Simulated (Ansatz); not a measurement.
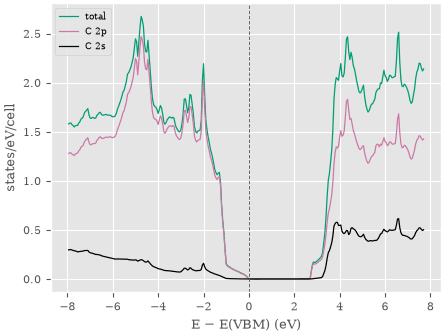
Total and projected density of states of C in space group Ibam (No. 72; C on 8j, C on 4a), PBEsol in the plane-wave PAW code Ansatz

Question: Which orbitals carry the states next to the gap?

Answer: Top 1 eV of the valence band: C 2p 97 %. Bottom 1 eV of the conduction band: C 2p 72 %, C 2s 22 %, outside the projected shells 7 %. Projections are on Löwdin-orthogonalised atomic valence shells; empty p or d shells of many metals are not among them.

Question: Where is the tallest occupied peak in this window, and what makes it?

Answer: Near -4.8 eV, about 2.7 states/eV per cell; the largest projected share is C 2p.

The start of the workflow was typed in or built on a structure type; neither database checked (COD, Materials Project) lists it. It is not the phase usual at ambient conditions (space group No. 194, 227). The cell was relaxed with PBEsol under the symmetry of its start; whether a distortion lowers the energy is not shown. The volume moved by 18 % from the start of the relaxation.

Potentials: the later of the program's two PAW sets.
